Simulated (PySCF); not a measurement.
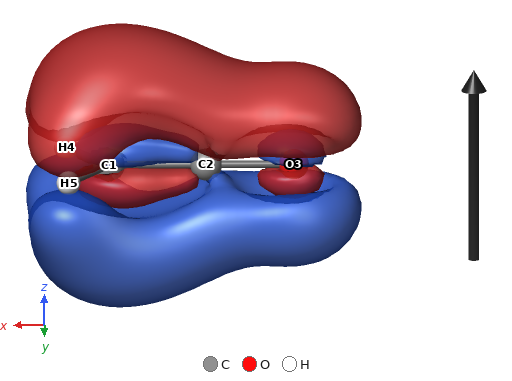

C2H2O, SMILES `C=C=O`. Change of the electron density in a uniform field of 0.10 V/Å along +z (arrow), surfaces at ±0.0004 e/Å³ (blue: gain, red: loss).

Computed with PySCF, TPSSh/aug-cc-pVDZ, geometry: GFN2-xTB. No frequency check shows the geometry to be a minimum.

The calculation's input:

```python
import numpy as np
from pyscf import gto, scf, dft
from pyscf.scf import atom_ks, atom_hf
from scipy.linalg import block_diag

def solve(mol, dm0=None, hcore=None):
    mf = (dft.UKS if mol.spin else dft.RKS)(mol, xc='tpssh')
    mf.grids.level = 3
    mf = mf.density_fit(auxbasis='def2-universal-jkfit')
    mf.conv_tol, mf.max_cycle = 1e-8, 80
    if hcore is not None:
        mf.get_hcore = lambda *args: hcore
    mf.kernel(dm0)
    if not mf.converged:
        mf = mf.newton().run(mf.mo_coeff, mf.mo_occ, max_cycle=30)
    assert mf.converged, 'SCF not converged'
    return mf

mol = gto.M(atom='''
C      1.19214    -0.00003     0.00000
C     -0.09649     0.00008     0.00000
O     -1.25837    -0.00003     0.00000
H      1.74657    -0.91731     0.00000
H      1.74657     0.91727     0.00000
''', basis='aug-cc-pvdz', charge=0, spin=0, verbose=4)
field = np.array([0.0, 0.0, 0.002])  # atomic units
mol.set_common_orig(mol.atom_charges() @ mol.atom_coords() / mol.atom_charges().sum())
mf = solve(mol)
out = dict(dm0=mf.make_rdm1(), d0=mf.dip_moment(unit='AU'), e0=mf.e_tot)
for name, sign in (('p', 1), ('m', -1)):
    h = mf.get_hcore() + sign * np.einsum('x,xij->ij', field, mol.intor('int1e_r'))
    mi = solve(mol, mf.make_rdm1(), h)
    out.update({'dm' + name: mi.make_rdm1(), 'd' + name: mi.dip_moment(unit='AU'), 'e' + name: mi.e_tot})
# spherically averaged free atoms, for the promolecule
atm = atom_ks.get_atm_nrks(mol, xc='tpssh')
pro = block_diag(*[(atm[a[0]][2] * atm[a[0]][3]) @ atm[a[0]][2].T for a in mol._atom])
np.savez('result.npz', pro=pro, **out)
```

Command:

```sh
OMP_NUM_THREADS=1 python input.py
```

The run took 17 s on 1 thread of Arm Neoverse V2 (shared host), peak memory 0.4 GiB.

Partitions, critical points and surface values were worked out afterwards from this run's density.

Q: How large is the response?

A: The induced dipole is 0.11 D (along the field); α along this axis, from the fields in both directions, is 22 bohr³ (3.2 Å³).

Q: Which atoms gain and lose the most charge?

A: Hardly any: no atom's Hirshfeld charge changes by as much as 0.002 e. The density shifts from one side of each atom to the other; 0.012 electrons are displaced in all.
